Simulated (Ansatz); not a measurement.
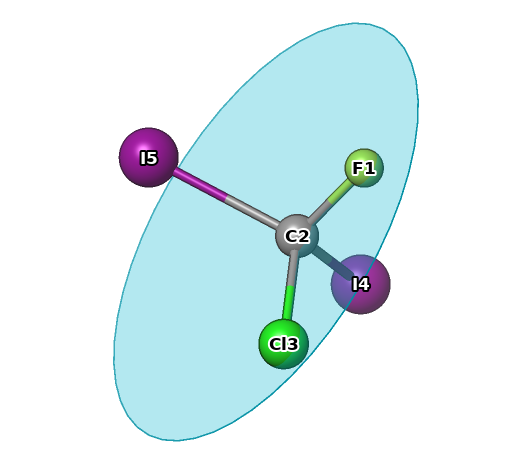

A disc through the centre of mass is drawn in. Depth is shown by fading: the farther an atom, the more it takes the colour of the background. The computed structure is the end point of a PBE0-D4/def2-TZVP optimisation.

> Is the plane of the disc a mirror plane of the structure?

Yes. The reflection leaves F1, C2, Cl3 in place and moves I4 ↔ I5. The point group is Cs.
